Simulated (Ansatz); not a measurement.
**How methods differ on BSiH2F (SMILES B[Si]F)**

BSiH2F: 5 atoms, total charge 0, spin state triplet. As SMILES, `B[Si]F`. The coordinates come from a GFN2-xTB relaxation.

```xyz
5

B     0.2349    0.6857   -0.1241
Si   -0.8900   -0.8075   -0.2937
F    -0.5199   -2.1761    0.5589
H    -0.0003    1.6671   -0.7177
H     1.1753    0.6308    0.5765
```

Each level gives the energy change with the B1–H4 bond stretched from 1.171 to 1.756 Å (eV). The values are calculated.

```csv
level,kind,program,value (eV),less FCI/STO-3G,CPU time (all runs)
U-revPBE/STO-3G,GGA,Ansatz,2.35,+0.01,4 s
UBLYP/STO-3G,GGA,Ansatz,2.33,-0.01,3.9 s
UBHLYP/STO-3G,global hybrid,Ansatz,2.84,+0.50,4.3 s
UPBE0/STO-3G,global hybrid,Ansatz,2.65,+0.31,4.4 s
RPA@PBE/STO-3G,RPA,Ansatz,2.32,-0.02,4.7 s
UMP2/STO-3G,perturbation theory,Ansatz,2.83,+0.49,0.34 s
UCCSD(T)/STO-3G,coupled cluster or CI,Ansatz,2.35,+0.01,0.67 s
UCCSD/STO-3G,coupled cluster or CI,Ansatz,2.37,+0.03,0.64 s
FCI/STO-3G,exact in the basis,Ansatz,2.34,0.00,2.4 min
```

FCI/STO-3G is exact within its basis and frozen core, so for wave-function methods in that basis the difference is their error; functionals converge differently with the basis, so for them it is only a difference. The first shape isn't each level's own minimum. The values span 2.32 to 2.84 eV. Spin contamination of the reference (⟨S²⟩ at least 0.1 too high) touches UMP2/STO-3G, UCCSD(T)/STO-3G, UCCSD/STO-3G. All rows use very small basis sets, so even the best lies far from the true value. Times are those of the runs behind each value, whatever else they computed, on shared processors of several kinds: orders of magnitude only.

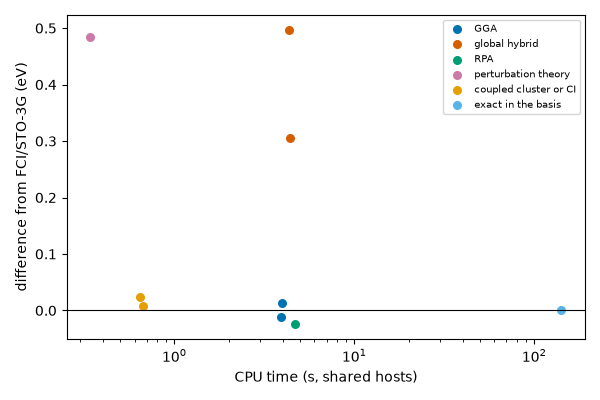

Difference from FCI/STO-3G against processor time, one point a level.
